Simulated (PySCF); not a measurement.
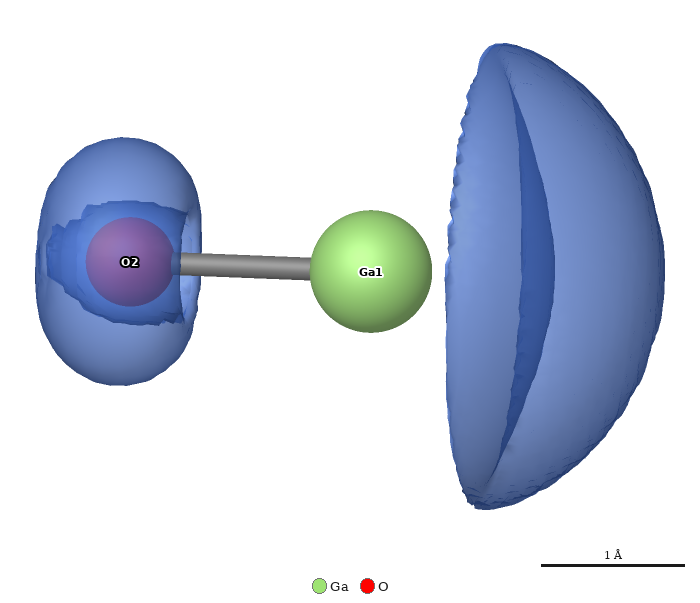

*GaO (doublet). Isosurface of the ELF at 0.8 (blue), seen from one side. Core shells and regions of very low density are left out.*

All numbers below come from PySCF 2.14.0, PBE0/def2-TZVPPD, non-relativistic Hamiltonian with scalar-relativistic core potentials where named, at a bond length of 1.712 Å.

```yaml
atoms:
  - { symbol: Ga, position_ang: [0.0000, 0.0000, -0.3225] }
  - { symbol: O, position_ang: [0.0000, 0.0000, 1.3895] }
```

> Identify the bonds, lone pairs and shells in this picture.

The surface consists of one lobe on Ga, pointing away from the bonds (non-bonding electrons) and one region wrapped around O (its valence shell). Along the contacts the grid gives the following. Ga–O (1.71 Å): the ELF peaks at about 0.75 in the valence shell of O, 0.6 Å from its nucleus, and is about 0.20 at the midpoint.
